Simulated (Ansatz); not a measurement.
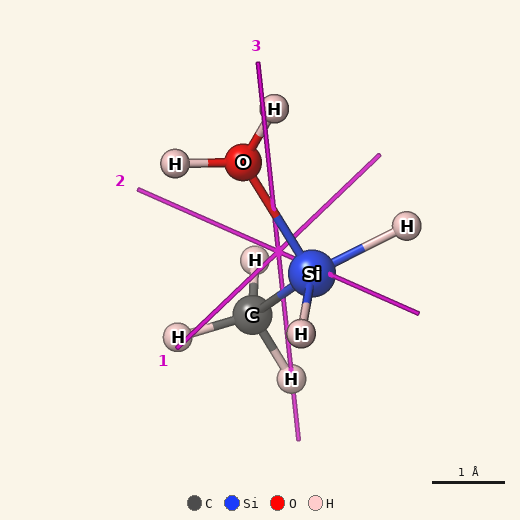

The three principal axes of inertia are drawn and numbered. Depth is shown by fading: the farther an atom, the more it takes the colour of the background. The species has charge +1 and is a spin singlet. Computed geometry: PBE-D4/def2-SVP optimisation. No frequency run is at hand to confirm it as a minimum. Masses are those of the most abundant isotopes; constants are for the rigid equilibrium geometry.

Q: Which line is the a axis (least moment of inertia), which b and which c?

A: a is line 3, b is line 2, c is line 1; the moments are 32.1, 85.1, 106 u Å².

Q: What kind of rotor is it, and what are its rotational constants in GHz?

A: An asymmetric top (C1): A = 15.8, B = 5.94, C = 4.76 GHz. Ray's parameter κ is −0.79, nearer the prolate limit.
